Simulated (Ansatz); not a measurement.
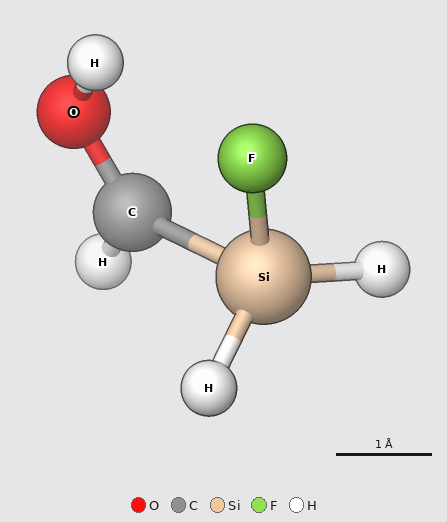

*The input geometry (ball-and-stick view, seen at a tilt).*

Bond lengths as drawn: C–H 1.09 Å, C–O 1.24 Å, C–Si 1.96 Å, F–Si 1.60 Å, H–O 0.99 Å and H–Si 1.45 Å.

# Run report: CH₄FOSi (charge +1), geometry relaxation

System: CH₄FOSi, charge +1.
Method: RKS PBE0/def2-SVP (Ansatz 0.2.0).

It belongs to a series of runs on one base structure; here: end point A relaxed.

## Output
```
The last accepted step is kept in [file] (removed where the run ends without a failure and the disk answers)
Engine: ansatz 0.2.0, x86_64-unknown-linux-gnu
Functional definition: PBE0
  parameter a = 0.25
  parameter kappa = 0.804
  parameter beta = 0.06672455060314922
  exchange = (1 - a)*pbe_x(kappa = kappa, mu = beta*pi^2/3) + a*exact_x
  correlation = pbe_c(beta = beta)
834 factors; integrals over basis functions are off by at most 5.6e-4 eV
mean field evaluation 1: about -13711.2799 eV, gradient 7.1e1 eV
mean field evaluation 2: about -13695.8460 eV, gradient 1.2e2 eV
mean field evaluation 4: about -13719.4946 eV, gradient 4.9e0 eV
mean field evaluation 8: about -13719.5638 eV, gradient 3.9e-1 eV
mean field evaluation 16: about -13719.5642 eV, gradient 5.8e-6 eV
mean field -13719.56415131 eV, -504.1846831062 hartree, gradient 5.8e-6 eV, S^2 0.000000; 0 other end points of the search recorded, 0 dependent functions left out
the calculation of the forces begins
reference -13719.56417346 eV, -504.1846839200 hartree; 20, 20 occupied and 60, 60 virtual orbitals, 834 factors
relax step   1: F+E_penalty+E_count = -13719.56415131 eV  Δ(F+E_penalty+E_count) = +0.000e0 eV  max|allowed force component| = 7.971e-1 eV/Å  Δτ_max = 0.0000 Å  (26 SCF iters, accepted)
these checks for a lower state are left out or cut short: starts, cluster_reference, orbital_swaps, neighbouring_geometries, increment
834 factors; integrals over basis functions are off by at most 6.3e-4 eV
mean field -13719.64919645 eV, -504.1878084572 hartree, gradient 6.9e-6 eV, S^2 0.000000; 0 other end points of the search recorded, 0 dependent functions left out
the calculation of the forces begins
reference -13719.64921841 eV, -504.1878092643 hartree; 20, 20 occupied and 60, 60 virtual orbitals, 834 factors
relax step   2: F+E_penalty+E_count = -13719.64919645 eV  Δ(F+E_penalty+E_count) = -8.505e-2 eV  max|allowed force component| = 4.607e-1 eV/Å  Δτ_max = 0.0562 Å  (28 SCF iters, accepted)
these checks for a lower state are left out or cut short: starts, cluster_reference, orbital_swaps, neighbouring_geometries, increment
834 factors; integrals over basis functions are off by at most 6.6e-4 eV
mean field -13719.66730765 eV, -504.1884740315 hartree, gradient 9.3e-6 eV, S^2 0.000000; 0 other end points of the search recorded, 0 dependent functions left out
the calculation of the forces begins
reference -13719.66732966 eV, -504.1884748406 hartree; 20, 20 occupied and 60, 60 virtual orbitals, 834 factors
relax step   3: F+E_penalty+E_count = -13719.66730765 eV  Δ(F+E_penalty+E_count) = -1.811e-2 eV  max|allowed force component| = 1.960e-1 eV/Å  Δτ_max = 0.0748 Å  (29 SCF iters, accepted)
these checks for a lower state are left out or cut short: starts, cluster_reference, orbital_swaps, neighbouring_geometries, increment
834 factors; integrals over basis functions are off by at most 6.5e-4 eV
mean field evaluation 32: about -13719.6573 eV, gradient 2.9e-2 eV
mean field -13719.67047915 eV, -504.1885905822 hartree, gradient 1.2e-5 eV, S^2 0.000000; 0 other end points of the search recorded, 0 dependent functions left out
the calculation of the forces begins
reference -13719.67050111 eV, -504.1885913890 hartree; 20, 20 occupied and 60, 60 virtual orbitals, 834 factors
relax step   4: F+E_penalty+E_count = -13719.67047915 eV  Δ(F+E_penalty+E_count) = -3.172e-3 eV  max|allowed force component| = 1.833e-1 eV/Å  Δτ_max = 0.0493 Å  (29 SCF iters, accepted)
these checks for a lower state are left out or cut short: starts, cluster_reference, orbital_swaps, neighbouring_geometries, increment
834 factors; integrals over basis functions are off by at most 6.3e-4 eV
mean field -13719.67529869 eV, -504.1887676969 hartree, gradient 9.7e-6 eV, S^2 0.000000; 0 other end points of the search recorded, 0 dependent functions left out
the calculation of the forces begins
reference -13719.67532058 eV, -504.1887685015 hartree; 20, 20 occupied and 60, 60 virtual orbitals, 834 factors
relax step   5: F+E_penalty+E_count = -13719.67529869 eV  Δ(F+E_penalty+E_count) = -4.820e-3 eV  max|allowed force component| = 1.336e-1 eV/Å  Δτ_max = 0.0290 Å  (29 SCF iters, accepted)
these checks for a lower state are left out or cut short: starts, cluster_reference, orbital_swaps, neighbouring_geometries, increment
834 factors; integrals over basis functions are off by at most 6.2e-4 eV
mean field -13719.67607347 eV, -504.1887961696 hartree, gradient 8.3e-6 eV, S^2 0.000000; 0 other end points of the search recorded, 0 dependent functions left out
the calculation of the forces begins
reference -13719.67609534 eV, -504.1887969733 hartree; 20, 20 occupied and 60, 60 virtual orbitals, 834 factors
relax step   6: F+E_penalty+E_count = -13719.67607347 eV  Δ(F+E_penalty+E_count) = -7.748e-4 eV  max|allowed force component| = 5.882e-2 eV/Å  Δτ_max = 0.0114 Å  (24 SCF iters, accepted)
these checks for a lower state are left out or cut short: starts, cluster_reference, orbital_swaps, neighbouring_geometries, increment
834 factors; integrals over basis functions are off by at most 6.2e-4 eV
mean field -13719.67613203 eV, -504.1887983215 hartree, gradient 1.9e-5 eV, S^2 0.000000; 0 other end points of the search recorded, 0 dependent functions left out
the calculation of the forces begins
reference -13719.67615388 eV, -504.1887991247 hartree; 20, 20 occupied and 60, 60 virtual orbitals, 834 factors
relax step   7: F+E_penalty+E_count = -13719.67613203 eV  Δ(F+E_penalty+E_count) = -5.856e-5 eV  max|allowed force component| = 2.860e-2 eV/Å  Δτ_max = 0.0069 Å  (23 SCF iters, accepted)
these checks for a lower state are left out or cut short: starts, cluster_reference, orbital_swaps, neighbouring_geometries, increment
834 factors; integrals over basis functions are off by at most 6.2e-4 eV
mean field -13719.67617516 eV, -504.1887999065 hartree, gradient 6.3e-5 eV, S^2 0.000000; 0 other end points of the search recorded, 0 dependent functions left out
the calculation of the forces begins
reference -13719.67619702 eV, -504.1888007098 hartree; 20, 20 occupied and 60, 60 virtual orbitals, 834 factors
relax step   8: F+E_penalty+E_count = -13719.67617516 eV  Δ(F+E_penalty+E_count) = -4.313e-5 eV  max|allowed force component| = 4.806e-3 eV/Å  Δτ_max = 0.0023 Å  (20 SCF iters, accepted)
834 factors; integrals over basis functions are off by at most 6.2e-4 eV
mean field evaluation 64: about -13695.1774 eV, gradient 1.2e2 eV
```

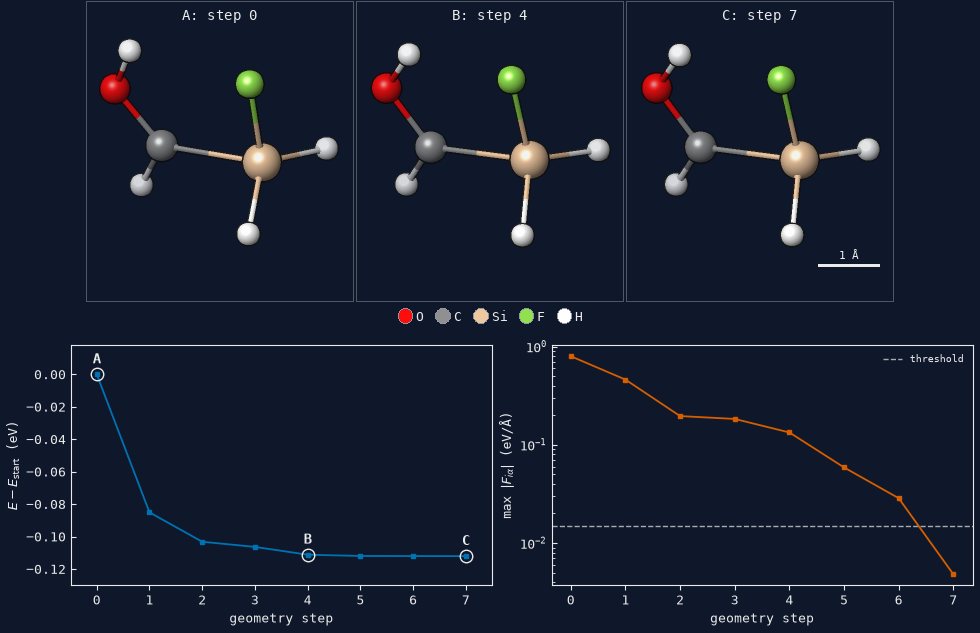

*Frames of the relaxation (ball-and-stick view, seen at a tilt) above the curves, on which the letters mark them (the first geometry is step 0 here and step 1 in the log).*

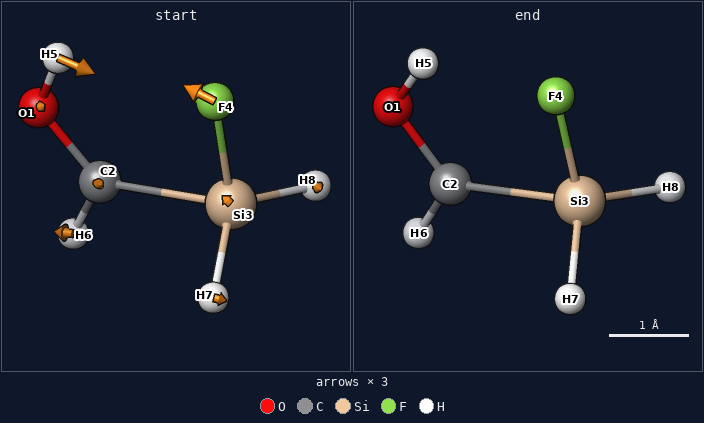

*Before (left) and after (right) the relaxation, at one scale (ball-and-stick view, seen at a tilt). The orange arrows give the displacements, magnified 3 times.*

The largest move after the best rigid fit is that of H5, 0.18 Å. By element the largest moves are H 0.18 Å, F 0.16 Å, Si 0.06 Å, C 0.05 Å, O 0.04 Å. Among the contacts that change: Si3–H7 1.447 → 1.476 Å, Si3–F4 1.604 → 1.630 Å, O1–C2 1.240 → 1.252 Å, C2–H6 1.095 → 1.105 Å. Among the angles that change: H7–Si3–H8 127.0° → 119.7°, Si3–C2–H6 123.5° → 129.7°, O1–C2–Si3 123.2° → 117.2°. Over 7 geometry steps the energy falls by 0.112 eV. The largest force component goes from 0.8 to 0.0048 eV/Å. (Atoms are counted from 1 in the order of the input.)

```
mean field -13719.67617516 eV, -504.1887999065 hartree, gradient 6.3e-5 eV, S^2 0.000000; 1 other end points of the search recorded, 0 dependent functions left out
the calculation of the forces begins
reference -13719.67619702 eV, -504.1888007098 hartree; 20, 20 occupied and 60, 60 virtual orbitals, 834 factors
Total energy: -13719.67619702 eV, -504.1888007098 hartree
Atom 0 at    -0.732661     1.520120    -0.302410 Å, force    -0.001535    -0.004078    -0.002415 eV/Å
Atom 1 at     0.059177     0.897858     0.440763 Å, force    -0.004789     0.000018    -0.003495 eV/Å
Atom 2 at     0.358127    -0.992088     0.046071 Å, force     0.003112    -0.004806    -0.001057 eV/Å
Atom 3 at    -0.662855    -0.958439    -1.223722 Å, force    -0.001611     0.002511    -0.000808 eV/Å
Atom 4 at    -1.109016     0.937181    -1.013775 Å, force     0.002459     0.003968     0.003770 eV/Å
Atom 5 at     0.488638     1.528652     1.239369 Å, force     0.001914     0.002625     0.001422 eV/Å
Atom 6 at     1.767210    -1.152476    -0.363360 Å, force     0.002020     0.000514    -0.000015 eV/Å
Atom 7 at    -0.168611    -1.780798     1.177064 Å, force    -0.001569    -0.000751     0.002596 eV/Å
Dipole moment:     0.287964     0.284405     0.478093 e Å
```

## Trajectory as extended XYZ (Å, eV, eV/Å), 8 frames, from step=1 to step=8
```
8
Properties=species:S:1:pos:R:3:forces:R:3 step=1 energy=-13719.56415
O    -0.7223    1.5567   -0.2862   -0.5204   0.6048  -0.4369
C     0.0401    0.8704    0.4110    0.4950  -0.7971   0.3151
Si    0.3871   -1.0297    0.0736   -0.4757   0.6757  -0.3529
F    -0.6020   -1.1012   -1.1869   -0.4991  -0.0720  -0.6467
H    -1.1699    1.1078   -1.0475    0.2170  -0.2797   0.1861
H     0.5002    1.4326    1.2303    0.0522   0.3855   0.2282
H     1.7579   -1.0929   -0.3846    0.6924  -0.1558   0.0945
H    -0.1910   -1.7437    1.1904    0.0387  -0.3615   0.6126
8
Properties=species:S:1:pos:R:3:forces:R:3 step=2 energy=-13719.64920
O    -0.7204    1.5510   -0.2884   -0.3324   0.4270  -0.2002
C     0.0507    0.8855    0.4301    0.1682  -0.4607   0.0000
Si    0.3574   -1.0101    0.0419    0.0320   0.1131   0.0747
F    -0.6329   -1.0892   -1.2290   -0.2027   0.1510  -0.1884
H    -1.1524    1.0574   -1.0300    0.1544  -0.1650   0.1018
H     0.4986    1.4820    1.2438    0.0047   0.0622   0.0221
H     1.7674   -1.1191   -0.3616    0.1437  -0.0422   0.0516
H    -0.1684   -1.7575    1.1931    0.0322  -0.0854   0.1384
8
Properties=species:S:1:pos:R:3:forces:R:3 step=3 energy=-13719.66731
O    -0.7345    1.5378   -0.2922    0.0617   0.1398   0.0233
C     0.0559    0.8860    0.4293   -0.1141  -0.0159  -0.0432
Si    0.3516   -1.0051    0.0358    0.1960   0.0019   0.1653
F    -0.6584   -1.0189   -1.2317   -0.0632   0.0325  -0.0690
H    -1.1340    1.0167   -1.0334    0.0509  -0.1470   0.0756
H     0.4928    1.4991    1.2410   -0.0250  -0.0404  -0.0541
H     1.7767   -1.1417   -0.3469   -0.1030  -0.0100  -0.0106
H    -0.1501   -1.7739    1.1982   -0.0034   0.0390  -0.0872
8
Properties=species:S:1:pos:R:3:forces:R:3 step=4 energy=-13719.67048
O    -0.7233    1.5328   -0.3070   -0.0637  -0.0488   0.1521
C     0.0494    0.8873    0.4402    0.0584   0.1810  -0.1634
Si    0.3539   -0.9975    0.0378    0.0518  -0.0814   0.1833
F    -0.6582   -0.9776   -1.2346   -0.0161  -0.0106  -0.0156
H    -1.1375    0.9720   -1.0130    0.1073  -0.0376  -0.0125
H     0.4950    1.5167    1.2341   -0.0336  -0.0637  -0.0221
H     1.7763   -1.1534   -0.3446   -0.0917   0.0391  -0.0236
H    -0.1556   -1.7802    1.1870   -0.0125   0.0220  -0.0981
8
Properties=species:S:1:pos:R:3:forces:R:3 step=5 energy=-13719.67530
O    -0.7319    1.5248   -0.3018    0.0235  -0.0708   0.0225
C     0.0596    0.8938    0.4369   -0.0773   0.1336  -0.0075
Si    0.3558   -0.9933    0.0422    0.0558  -0.0582   0.0453
F    -0.6635   -0.9637   -1.2276    0.0026  -0.0078   0.0021
H    -1.1179    0.9507   -1.0152    0.0356   0.0058   0.0205
H     0.4880    1.5240    1.2382    0.0139  -0.0386  -0.0237
H     1.7705   -1.1549   -0.3541   -0.0373   0.0123  -0.0207
H    -0.1606   -1.7814    1.1813   -0.0168   0.0237  -0.0386
8
Properties=species:S:1:pos:R:3:forces:R:3 step=6 energy=-13719.67607
O    -0.7332    1.5212   -0.3008    0.0080  -0.0305  -0.0193
C     0.0589    0.8954    0.4397   -0.0187   0.0588   0.0014
Si    0.3575   -0.9926    0.0453    0.0091  -0.0229   0.0016
F    -0.6629   -0.9618   -1.2244   -0.0018   0.0026  -0.0042
H    -1.1103    0.9422   -1.0151    0.0024   0.0075   0.0210
H     0.4896    1.5262    1.2380    0.0024  -0.0122   0.0048
H     1.7677   -1.1507   -0.3609    0.0026  -0.0019  -0.0056
H    -0.1674   -1.7799    1.1782   -0.0041  -0.0014   0.0004
8
Properties=species:S:1:pos:R:3:forces:R:3 step=7 energy=-13719.67613
O    -0.7325    1.5190   -0.3029    0.0047   0.0006   0.0058
C     0.0593    0.8975    0.4412   -0.0173  -0.0018  -0.0224
Si    0.3575   -0.9919    0.0454    0.0286  -0.0028   0.0255
F    -0.6637   -0.9564   -1.2232   -0.0156  -0.0048  -0.0216
H    -1.1081    0.9356   -1.0147    0.0075   0.0068   0.0136
H     0.4884    1.5280    1.2401   -0.0002   0.0084   0.0018
H     1.7670   -1.1521   -0.3635   -0.0026  -0.0012  -0.0030
H    -0.1679   -1.7797    1.1775   -0.0051  -0.0051   0.0002
8
Properties=species:S:1:pos:R:3:forces:R:3 step=8 energy=-13719.67618
O    -0.7327    1.5201   -0.3024   -0.0015  -0.0041  -0.0024
C     0.0592    0.8979    0.4408   -0.0048   0.0000  -0.0035
Si    0.3581   -0.9921    0.0461    0.0031  -0.0048  -0.0011
F    -0.6629   -0.9584   -1.2237   -0.0016   0.0025  -0.0008
H    -1.1090    0.9372   -1.0138    0.0025   0.0040   0.0038
H     0.4886    1.5287    1.2394    0.0019   0.0026   0.0014
H     1.7672   -1.1525   -0.3634    0.0020   0.0005   0.0000
H    -0.1686   -1.7808    1.1771   -0.0016  -0.0008   0.0026
```

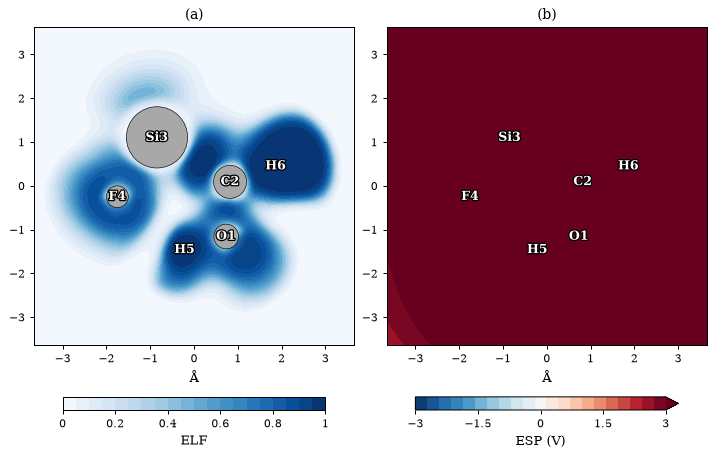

*(a) electron localisation function; (b) electrostatic potential on the plane of atoms O1, C2 and H6. Grey discs, where drawn, cover atomic cores.*

The plane passes through O, C, Si, F and H nuclei. C–O (1.25 Å): the ELF peaks at about 0.90 between the atoms; a double or triple bond. Si–F (1.63 Å): the ELF peaks at about 0.85 between the atoms. C–Si (1.95 Å): the ELF peaks at about 1 between the atoms (a covalent bond). C–H (1.10 Å): the ELF climbs to about 1 towards the hydrogen (a covalent bond by its length). The potential has no marked negative region in this plane.

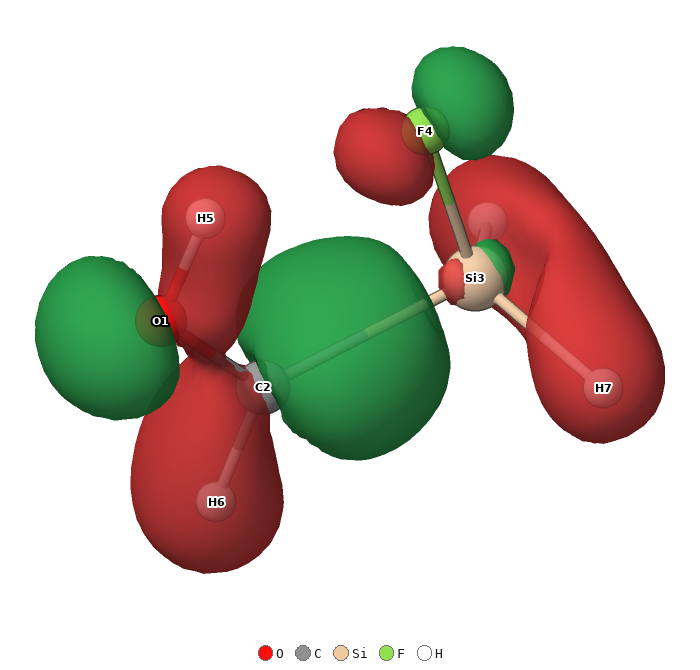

*One frontier orbital at ±0.15 Å⁻³ᐟ² (green and red are the two phases), seen at a tilt.*

The HOMO−1, at −15.87 eV. Its weight (Hirshfeld) is mainly on C2 (30 %), Si3 (20 %) and O1 (20 %).

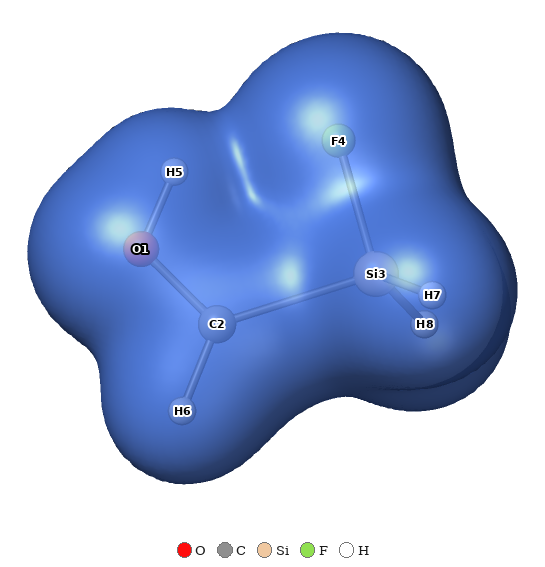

*Isosurface of the total electron density at 0.05 e/Å³ (blue), seen face on.*

At this value the surface is in one piece. On the grid the lowest density along these lines, outside the cores, is 2.5 e/Å³ (C–O, 1.25 Å), 0.84 e/Å³ (Si–F, 1.63 Å), 0.67 e/Å³ (C–Si, 1.95 Å) and 2.2 e/Å³ (O–H, 0.99 Å).

The run was set up as follows.

## Input
```yaml
crystal:
  periodic: [false, false, false]
  atoms:
    - { symbol: O, position_ang: [-0.72232, 1.55666, -0.28623] }
    - { symbol: C, position_ang: [0.04008, 0.87044, 0.41096] }
    - { symbol: Si, position_ang: [0.38715, -1.02974, 0.07359] }
    - { symbol: F, position_ang: [-0.60197, -1.10123, -1.18688] }
    - { symbol: H, position_ang: [-1.16994, 1.10783, -1.04752] }
    - { symbol: H, position_ang: [0.50016, 1.43259, 1.23027] }
    - { symbol: H, position_ang: [1.75787, -1.09287, -0.38456] }
    - { symbol: H, position_ang: [-0.19102, -1.74367, 1.19037] }
total_charge: 1
basis:
  gaussian: { orbitals: def2-SVP }
hamiltonian:
  xc: pbe0
relax:
  f_tol: 0.015
  max_steps: 40
output:
  orbitals: {}
```

Launched with:
```bash
ansatz run input.yaml --threads 1 --pin off --max-ram 2048MiB --backend cpu --events-out ev --progress --plain --runs-dir out
```

## Key numbers

| quantity | value |
| --- | --- |
| outcome | converged |
| total energy | −13719.6762 eV |
| mean-field energy | −13719.6762 eV |
| largest force (length of the vector) at the end | 0.006 eV/Å |
| hardware | 1 thread of Intel Xeon (Emerald Rapids), 192 GiB of memory available, shared host |
| wall time | 16 s |
| peak memory | 0.15 GiB |
